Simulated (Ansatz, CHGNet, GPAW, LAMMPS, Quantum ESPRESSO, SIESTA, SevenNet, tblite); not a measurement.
# GPAW runs on amorphous polyacrylonitrile (as short chains C14N4H18) at 540 K (108 atoms), part 2 of 2

Wanted: GPAW inputs and outputs for amorphous polyacrylonitrile (as short chains C14N4H18) at 540 K (108 atoms), checked against a plane-wave reference.

Program: GPAW 26.7.0; the method stands at each step. Banners, paths, timers and routine set-up lines are dropped from the logs unmarked, and long logs keep their key lines alone; longer cuts are marked.

So far. Step 3 (PBE, LCAO sz(dzp), h 0.18 Å): Against the first run (51 %), the force difference from the reference is 280 %, at 0.33 times the CPU time (on 1 against 2 cores), with 270 basis functions against 972: the smaller basis costs accuracy. Step 4 (PBE, grid h 0.18 Å): Against the first run (51 %), the force difference from the reference is 2.9 %, at 2.7 times the CPU time (17 SCF steps against 11).

## 5. RPBE, LCAO dzp, h 0.18 Å

Method: Kohn-Sham DFT, RPBE, PAW, atomic orbitals (dzp).

run.py reads:

```python
import numpy as np
from ase.io import read
from gpaw import GPAW, FermiDirac
from ase.parallel import parprint as print

atoms = read("structure.xyz")
atoms.calc = GPAW(
    mode="lcao",
    basis="dzp",
    h=0.18,
    xc="RPBE",
    kpts={"size": (1, 1, 1), "gamma": True},
    occupations=FermiDirac(0.05),
    maxiter=200,
    symmetry={"point_group": False},
    txt="gpaw.txt",
)
energy = atoms.get_potential_energy(force_consistent=True)
forces = atoms.get_forces()
print(f"energy {energy:.6f} eV")
print("forces (eV/A)")
for i, (a, f) in enumerate(zip(atoms, forces)):
    print(f"{i:4d} {a.symbol:2s} {f[0]:10.5f} {f[1]:10.5f} {f[2]:10.5f}")
print(f"Fermi level {atoms.calc.get_fermi_level():.4f} eV")
for k in range(len(atoms.calc.get_ibz_k_points())):
    for s in range(atoms.calc.get_number_of_spins()):
        e = atoms.calc.get_eigenvalues(kpt=k, spin=s)
        n = np.searchsorted(e, atoms.calc.get_fermi_level())
        print(f"k {k} spin {s} levels about the Fermi level:", np.round(e[max(n - 6, 0):n], 4).tolist(), "|", np.round(e[n:n + 6], 4).tolist())
```

structure.xyz reads:

```xyz
108
Lattice="10.87734 0.00000 0.00000 0.00000 10.87734 0.00000 0.00000 0.00000 10.87734" Properties=species:S:1:pos:R:3 pbc="T T T"
[... 108 atom lines left out: the same atoms as in the first run ...]
```

The run is started by

```
$ OMP_NUM_THREADS=1 mpirun -np 2 gpaw python run.py > output.txt
```

Output:

```text
energy -622.552542 eV
forces (eV/A)
   0 C    -1.51631    0.96048   -2.15414
   1 C     1.67830    1.31664    0.99936
   2 C     0.10943   -0.55071    2.10969
   3 C     1.48848   -1.85126   -0.90532
   4 N    -1.42083    1.76699    0.49249
   5 C    -0.87540   -1.40682   -0.84428
   6 C     1.03211    0.81595    2.21217
   7 C     0.17821    2.50866    1.04449
   8 N    -0.03283   -3.76079   -1.84381
   9 C    -0.25951   -0.56450    2.30652
  10 C     1.79210    0.36886    0.26918
  11 C    -3.41626   -0.03350   -0.61578
  12 N     1.01558    0.36419    0.04367
  13 C    -3.29648    0.78128    0.23226
  14 C     0.56271   -0.09965   -3.69172
  15 C    -1.14415   -0.23273    3.10544
  16 N     0.30559   -0.43572    0.46271
  17 C    -0.71976    0.60248   -0.18224
  18 H     0.26961    0.19799   -0.16634
  19 H     1.30691    0.53439   -0.68321
  20 H     0.17395   -0.24087   -0.32621
  21 H     0.07495   -0.10091   -0.43509
  22 H     0.34800   -0.72696    0.32495
  23 H    -0.82047   -0.34483   -0.58918
[...]
100 H     0.80584    0.29542   -0.02561
 101 H    -0.03910   -0.66415   -0.06256
 102 H     0.00564   -0.35704   -0.22250
 103 H    -0.56664   -0.04488    0.44137
 104 H    -0.54067   -0.00973    0.90890
 105 H    -1.06591    0.36913   -0.29229
 106 H    -0.27766   -0.04979    0.18328
 107 H    -0.33627    0.44227    0.46365
Fermi level -1.1715 eV
k 0 spin 0 levels about the Fermi level: [-3.0103, -3.0006, -2.8775, -2.8467, -2.8049, -2.7388] | [3.0473, 3.3102, 3.4371, 3.4972, 3.5338, 3.5593]
```

gpaw.txt:

```text
Input parameters:
  mode=LCAO(),
  basis={'default': 'dzp'},
  h=0.18,
  kpts=MonkhorstPack(size=(1, 1, 1), gamma=True),
  maxiter=200,
  occupations=Occupations(name='fermi-dirac', width=0.05, fixmagmom=False),
  symmetry=Symmetry(point_group=False),
  xc=XC(name='RPBE')
Unit cell  # Å
| periodic |         x |         y |         z |   lengths |    angles |
[... lines left out ...]
  Fermi-Dirac:
[... lines left out ...]
convergence criteria:
- Maximum [total energy] change in last 3 cyles: 0.0005 eV / valence electron
[... lines left out ...]
Converged in 11 steps
[... lines left out ...]
  Kinetic:         564.922664
  Coulomb:        -619.332193
  Zero:              5.836801
  External:          0.000000
  Xc:             -573.979814
  Entropy:          -0.000000
  Spinorbit:         0.000000
  ----------------------------
  Free energy:    -622.552542
  Extrapolated:   -622.552542
dipole moment: (42.066916, 2.627981, -6.940572)  # |e|*Ang
Fermi level: -1.172
Eigenvalues  # (at kpt = [0.000, 0.000, 0.000])
| band index |      eig [eV] | occ [0-2] |
|------------|---------------|-----------|
|          0 |       -19.145 |     2.000 |
|        ... |               |           |
|        133 |        -3.153 |     2.000 |
|        134 |        -3.080 |     2.000 |
[...]
|        148 |         3.766 |     0.000 |
|        ... |               |           |
|        173 |         6.040 |     0.000 |
Gap: 5.786 eV
Transition (v -> c):
  (s=0, k=0, n=140, [0.00, 0.00, 0.00]) -> (s=0, k=0, n=141, [0.00, 0.00, 0.00])
No difference between direct/indirect transitions
Force computation time: 7.273  # s
```

Run time: 54 s. Hardware: 2 MPI ranks of Arm Neoverse V1, shared host; peak memory 1.3 GiB.

Numbers from this run, and their distance from the reference:

```yaml
r_m_s_force_component: 1.254 eV/Å
r_m_s_difference_of_force_components: 580.5 meV/Å
longest_difference_of_force_vectors: 2634 meV/Å
force_difference_over_r_m_s_force: 53.29 %
slope_of_forces_against_the_reference_s: 1.02
correlation_of_force_components: 0.8865
spacing_of_highest_filled_and_lowest_empty_level: 5.786 eV
gap_difference: 0.3348 eV
```

Against the first run (51 %), the force difference from the reference is 53 %, at 1.0 times the CPU time; the model has changed, so this is no error of the program alone.

The difference per atom is largest on N (2.3 eV/Å on average, against 0.65 on C).

## 6. PBE, LCAO dzp, h 0.28 Å

Method: Kohn-Sham DFT, PBE, PAW, atomic orbitals (dzp).

Edit run.py of step 5 so:

```diff
@@ -3,3 +3,2 @@
 from gpaw import GPAW, FermiDirac
-from ase.parallel import parprint as print
 
@@ -9,4 +8,4 @@
     basis="dzp",
-    h=0.18,
-    xc="RPBE",
+    h=0.28,
+    xc="PBE",
     kpts={"size": (1, 1, 1), "gamma": True},
```

structure.xyz is that of step 5.

The run is started by

```
$ OMP_NUM_THREADS=1 python run.py > output.txt
```

Output:

```text
energy -612.792024 eV
forces (eV/A)
   0 C    -1.49814    0.69614   -1.90600
   1 C     1.46925    1.39289    0.88216
   2 C     0.20832   -0.44547    2.24217
   3 C     1.25167   -1.80024   -1.01218
   4 N    -2.85721    1.88916    1.76029
   5 C    -1.10349   -1.40876   -1.08587
   6 C     1.08367    0.71723    2.22184
   7 C     0.23743    2.51494    0.83704
   8 N     0.73535   -3.91145   -3.81156
   9 C    -0.44453   -0.55710    2.29734
  10 C     1.78822    0.40837    0.24694
  11 C    -3.59833    0.04982   -0.62322
  12 N     0.59231    1.25849   -1.79256
  13 C    -3.29802    0.90551    0.27889
  14 C     0.56152   -0.35138   -3.55198
  15 C    -1.19622   -0.12405    3.22761
  16 N    -1.47363   -0.65520   -0.28240
  17 C    -1.01709    0.30730   -0.32084
  18 H     0.30276   -0.34773   -1.17140
  19 H     2.44480    1.56755    0.34302
  20 H    -0.79293   -1.38934    0.09563
  21 H     1.21087   -0.39074   -1.22222
  22 H     1.13238   -1.86002    1.48609
  23 H    -2.01976   -1.50969   -1.31649
[...]
100 H     1.43056   -0.29928   -0.32616
 101 H    -1.24830    0.50444   -1.10338
 102 H    -1.01039   -1.39669    0.05100
 103 H     0.57792   -0.35706    0.34210
 104 H     0.66999   -0.89021    1.25967
 105 H    -1.25240   -0.24159    0.18894
 106 H    -0.28884    1.06405    1.31761
 107 H    -0.21470   -0.52240   -0.06741
Fermi level -1.2088 eV
k 0 spin 0 levels about the Fermi level: [-3.0947, -3.0822, -2.9523, -2.934, -2.8826, -2.8147] | [2.8917, 3.1725, 3.2845, 3.3585, 3.3787, 3.4278]
```

gpaw.txt:

```text
Input parameters:
  mode=LCAO(),
  basis={'default': 'dzp'},
  h=0.28,
  kpts=MonkhorstPack(size=(1, 1, 1), gamma=True),
  maxiter=200,
  occupations=Occupations(name='fermi-dirac', width=0.05, fixmagmom=False),
  symmetry=Symmetry(point_group=False),
  xc=XC(name='PBE')
Unit cell  # Å
| periodic |         x |         y |         z |   lengths |    angles |
[... lines left out ...]
  Fermi-Dirac:
[... lines left out ...]
convergence criteria:
- Maximum [total energy] change in last 3 cyles: 0.0005 eV / valence electron
[... lines left out ...]
Converged in 11 steps
[... lines left out ...]
  Free energy:    -612.792024
  Extrapolated:   -612.792024
dipole moment: (42.306524, 2.187817, -7.196899)  # |e|*Ang
Fermi level: -1.209
Eigenvalues  # (at kpt = [0.000, 0.000, 0.000])
| band index |      eig [eV] | occ [0-2] |
|------------|---------------|-----------|
|          0 |       -19.225 |     2.000 |
|        ... |               |           |
|        133 |        -3.244 |     2.000 |
|        134 |        -3.163 |     2.000 |
[...]
|        148 |         3.632 |     0.000 |
|        ... |               |           |
|        173 |         5.852 |     0.000 |
Gap: 5.706 eV
Transition (v -> c):
  (s=0, k=0, n=140, [0.00, 0.00, 0.00]) -> (s=0, k=0, n=141, [0.00, 0.00, 0.00])
No difference between direct/indirect transitions
Force computation time: 6.525  # s
timing:  # [seconds]
  Total:  46.915  # ━━━━━━━━━━━━━━━━━━━━━━━━━━━━━━━━━━━━━━━━━━━━━━━━━━━━━━━━━
  Init:    5.826  # ━━━━━━━
  SCF:    34.535  # ━━━━━━━━━━━━━━━━━━━━━━━━━━━━━━━━━━━━━━━━━━
  Forces:  6.525  # ━━━━━━━━
```

Elapsed: 48 s, on 1 thread; peak memory 0.43 GiB.

Against the reference:

```yaml
r_m_s_force_component: 1.452 eV/Å
r_m_s_difference_of_force_components: 930.3 meV/Å
longest_difference_of_force_vectors: 4056 meV/Å
force_difference_over_r_m_s_force: 85.39 %
slope_of_forces_against_the_reference_s: 1.023
correlation_of_force_components: 0.7686
spacing_of_highest_filled_and_lowest_empty_level: 5.706 eV
gap_difference: 0.2551 eV
energy_less_the_same_level_run_s: 294.1 meV/atom
r_m_s_force_difference_from_the_same_level_run: 744 meV/Å
```

This is a coarse setting, run to see what it loses.

Against the first run (51 %), the force difference from the reference is 85 %, at 0.46 times the CPU time (on 1 against 2 cores): the grid matters here.

The forces add up to 11 eV/Å instead of zero, usually a sign of too coarse a grid.

## 7. Side by side

Differences are against the plane-wave reference, forces as r.m.s. over components; share is that over the reference's r.m.s. force, slope the least-squares factor from reference forces to these. Total energies of different programs have different zeros and aren't compared.

```csv
run,"Δ force, r.m.s. (meV/Å)",share (%),slope,Δ gap (eV),cores,CPU time,memory (GiB)
reference,-,-,-,-,4,5.9 min,2.8
"GPAW PBE, LCAO dzp, h 0.18 Å",551,50.6,1.017,0.240,2,1.7 min,1.3
"GPAW PBE, LCAO sz(dzp), h 0.18 Å (coarse)",3054,280,0.988,0.562,1,35 s,0.85
"GPAW PBE, grid h 0.18 Å",31.2,2.86,1.002,-0.0017,2,4.6 min,2.1
"GPAW RPBE, LCAO dzp, h 0.18 Å",581,53.3,1.020,0.335,2,1.8 min,1.3
"GPAW PBE, LCAO dzp, h 0.28 Å (coarse)",930,85.4,1.023,0.255,1,48 s,0.43
```

Rows marked coarse were listed beforehand as settings not expected to be converged; some can still land near the reference.

CPU time is summed over cores on a shared host, where runs went side by side, so it is rough. Symmetry, cutoffs, thresholds, outputs and thread counts weren't matched or tuned between programs; memory under MPI is the largest rank's times the ranks.

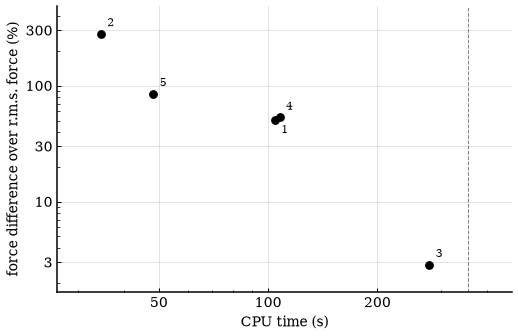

Force difference against CPU time; the dashed line marks the reference's time. Points: 1 GPAW PBE, LCAO dzp, h 0.18 Å; 2 GPAW PBE, LCAO sz(dzp), h 0.18 Å; 3 GPAW PBE, grid h 0.18 Å; 4 GPAW RPBE, LCAO dzp, h 0.18 Å; 5 GPAW PBE, LCAO dzp, h 0.28 Å.

Within one program, basis, potentials and functional, energies share a zero. Each run against its twin at the usual cutoff or grid and solver:

| run | twin | Δ energy (meV/atom) | Δ force, r.m.s. (meV/Å) | CPU time over the twin's |
| --- | --- | --- | --- | --- |
| GPAW PBE, LCAO dzp, h 0.28 Å | LCAO dzp, h 0.18 Å | 294 | 744 | 0.46 (this twin ran on 2 cores) |

## 8. Summary of results

| Quantity | Value |
| --- | --- |
| nearest in forces | GPAW PBE, grid h 0.18 Å, 2.9 % |
| its CPU time | 4.6 min |

PBE on plane waves or a grid with other potentials, cutoffs or grids, coarse settings apart, differs from the reference by 2.9 % (GPAW PBE, grid h 0.18 Å) of the r.m.s. force; this holds the reference's own error, so differences of a few per cent don't tell which side is nearer the exact PBE result. The PBE run in local orbitals, coarse settings apart, differs by 51 % (GPAW PBE, LCAO dzp, h 0.18 Å); basis, grid and potentials can all enter, and differences of this size make the forces unusable. Rows with another functional or a dispersion term differ by 53 % (GPAW RPBE, LCAO dzp, h 0.18 Å), which mixes the change of model with differences of basis and potentials. Runs with settings chosen to be coarse differ by 85 % (GPAW PBE, LCAO dzp, h 0.28 Å) to 280 % (GPAW PBE, LCAO sz(dzp), h 0.18 Å), their programs' other errors included. Of the electronic-structure runs that take under half the reference's CPU time, GPAW PBE, LCAO dzp, h 0.18 Å comes nearest, at 51 % in 1.7 min against 5.9 min. At the same functional, gaps differ from the reference's 5.45 eV by between -0.00 and +0.56 eV. A likely cause of the wide gaps: compact atomic orbitals describe empty levels worse than filled ones. The network of contacts between molecules at the start is that of the classical potential that made the cell, and needn't be the one that DFT or experiment would give. The reference's PBE has no dispersion term, which matters for the binding between molecules or layers. The density was typed from a rule of thumb and may lie off the real one at this temperature. The electronic-structure runs sample only Γ, in a cell whose shortest periodic width is 11 Å.

[Also dropped from logs without a mark: logging warnings of Python, and SIESTA's first energy breakdown and zero terms.]

[Logs are printed without paths, hosts, clocks, repeated set-up lines and the standing remarks that a program may print on its own settings, such as how far it seeks lower states.]

[Hosts, paths, dates, database ids (printed as entryN), source tags and the programs' standing remarks are cut or masked in the printed files.]
